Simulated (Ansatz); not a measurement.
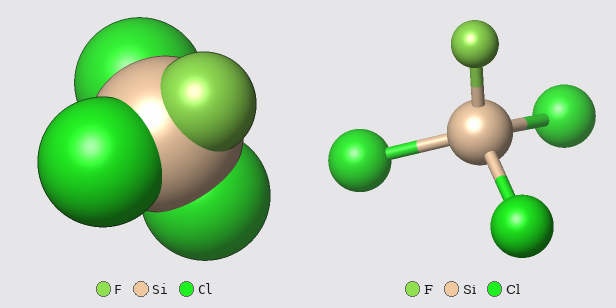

Both panels show the same species.

The geometry was computed by an optimisation with PBE0-D4/def2-TZVP.

Give the formula.

SiCl₃F, 5 atoms: 1 silicon, 3 chlorine and 1 fluorine.

Give the symmetry (Schoenflies symbol).

C3v.

Count the bonded pairs by element.

3 Cl–Si, 1 F–Si.

Write the SMILES.

F[Si](Cl)(Cl)Cl

How many sets of symmetry-equivalent atoms are there?

3: 1 F, 1 Si, 3 Cl.

The parts below concern this one geometry. Atoms keep their numbers from picture to picture.

### Geometry

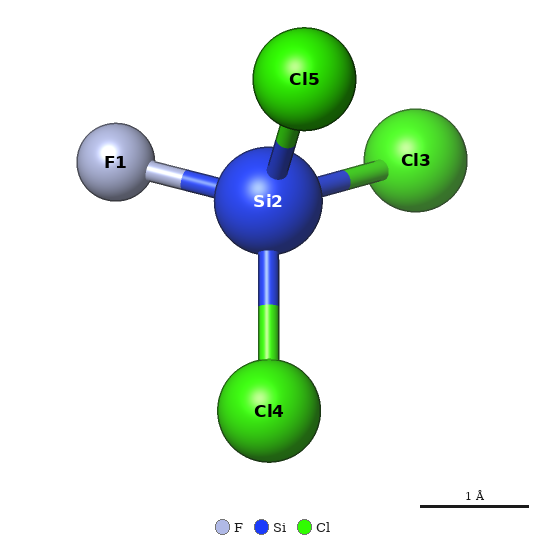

Atoms carry their numbers in the input.

Estimate the angles F1–Si2–Cl3, Cl3–Si2–Cl4.

```json
{"angle": "F1–Si2–Cl3", "degrees": "108.4"}
{"angle": "Cl3–Si2–Cl4", "degrees": "110.6"}
```

### Dipole moment

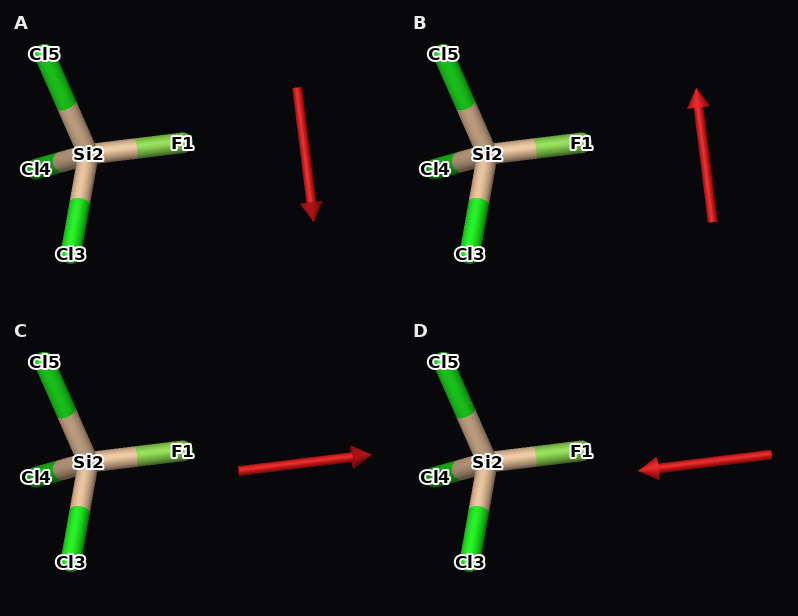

The same molecule four times, each with an arrow. Method: RKS PBE-D4/def2-TZVPP (Ansatz 0.2.0).

Which arrow points along the dipole moment, from the negative to the positive end?

D. The dipole moment is 0.51 D; it points from the side of F1 to the side of Cl3, Cl4, Cl5 (the outermost atoms at the two ends).

### Thermal motion

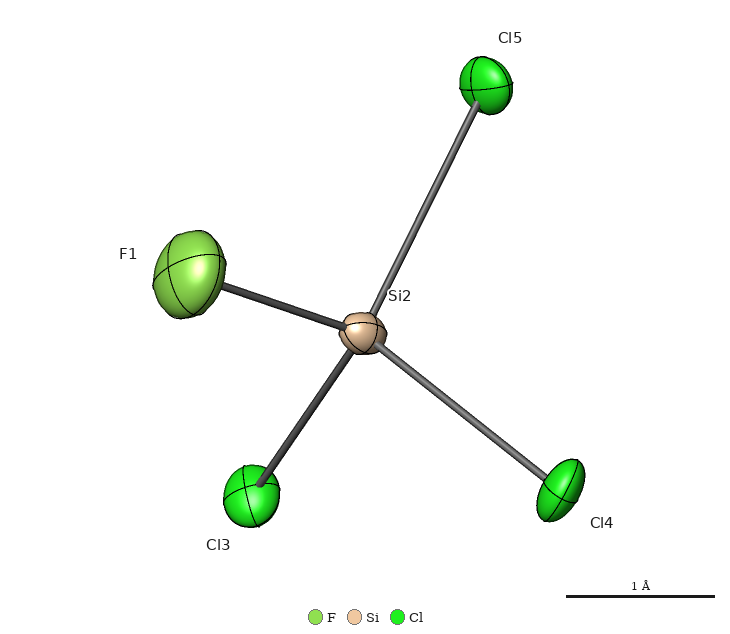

Displacement ellipsoids at the 50 % level, enlarged 2 times, from the internal vibrations of the free molecule (harmonic, no overall translation or rotation; no half-axis is drawn under 0.075 Å). Vibrations computed with RKS PBE0-D4/def2-TZVP (Ansatz 0.2.0). Temperature: 600 K.

Which atom moves most?

F1, with U_eq = 0.0079 Å².

List U_eq and the three principal root-mean-square amplitudes for each kind of atom.

```
         atom  U_eq (Å²)   rms amplitudes (Å)
           F1     0.0079  0.062, 0.100, 0.100
          Si2     0.0025  0.047, 0.047, 0.056
Cl3, Cl4, Cl5     0.0040  0.042, 0.065, 0.077
```

### Vibrations

Harmonic vibrations computed with RKS PBE0-D4/def2-TZVP (Ansatz 0.2.0) at a stationary point of the same level.

List the wavenumbers.

9 modes: 160, 160, 233, 275, 275, 464, 642, 642, 944 cm⁻¹.
